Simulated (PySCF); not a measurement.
# CH6F2SSi2: what the fields show

```xyz
12

C    -2.4143   -0.2119   -0.2889
Si   -0.6857    0.3337    0.2182
F    -0.3685   -0.2410    1.6954
S     0.7186   -0.5857   -1.1285
Si    2.5834   -0.1844   -0.1674
F     2.6547    1.3930    0.1406
H    -2.4805   -1.2954   -0.3479
H    -3.1496    0.1314    0.4323
H    -2.6861    0.1868   -1.2606
H    -0.4444    1.7566    0.3410
H     3.5948   -0.4676   -1.1575
H     2.6787   -0.8162    1.1298
```

Geometry: GFN2-xTB.

Method: PBE0/pcSseg-1, SCF density, gas phase, non-relativistic (PySCF).

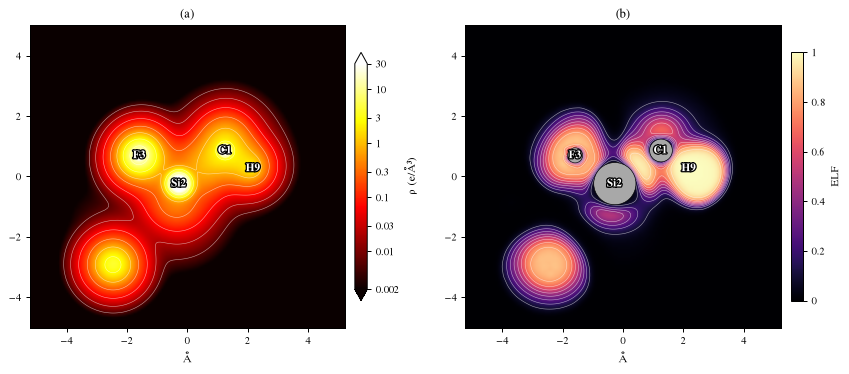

Figure 1. (a) total electron density; (b) ELF on the plane of atoms Si2, C1 and H9. Grey discs cover the atomic cores in the ELF map.

**Read the bonding off the picture.**

The section cuts through C, Si, F and H sites. Si–F (1.62 Å): ρ at the midpoint is about 1.1 e/Å³; the ELF peaks at about 0.85 in the valence shell of F, 0.5 Å from its nucleus, and is about 0.50 at the midpoint. C–Si (1.88 Å): ρ at the midpoint is about 0.96 e/Å³; the ELF peaks at about 0.95 between the atoms, as expected for a shared electron pair. C–H (1.08 Å): ρ is about 2 e/Å³ halfway; the ELF climbs to about 1 towards the hydrogen, as it does in any bond to H; an ordinary covalent bond to hydrogen. The ELF also peaks beside F6 and F3, away from the bonds: lone-pair regions.

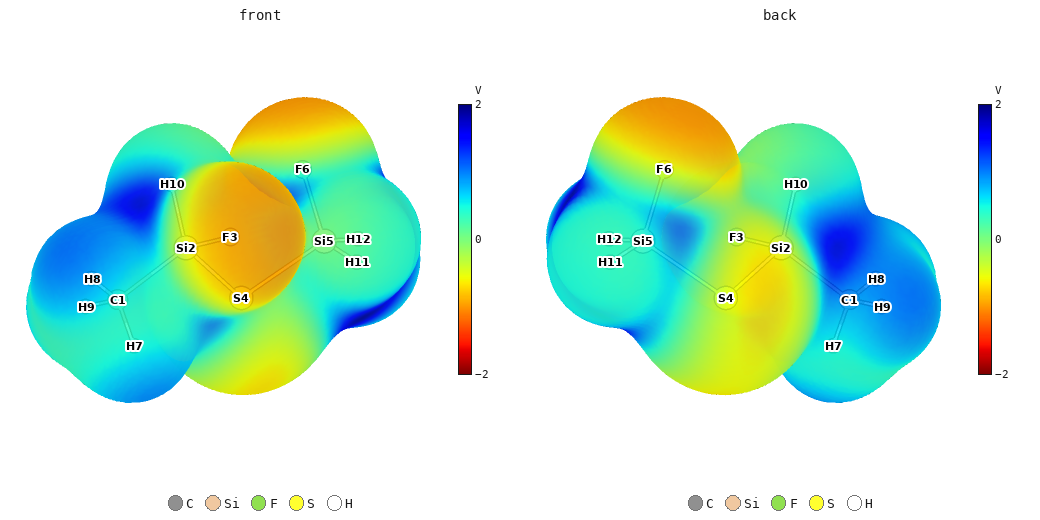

Figure 2. The molecular electrostatic potential painted on the density surface at 0.002 e/bohr³, seen from the front and from behind; the colour scale runs from red (negative) to blue (positive).

**Where is the surface potential most negative and most positive?**

The most negative region (about −1.0 V) lies over F3 and F6, the most positive (about +1.8 V) over Si5.

**How polar is the molecule by this calculation?**

Its dipole moment is 1.18 D.
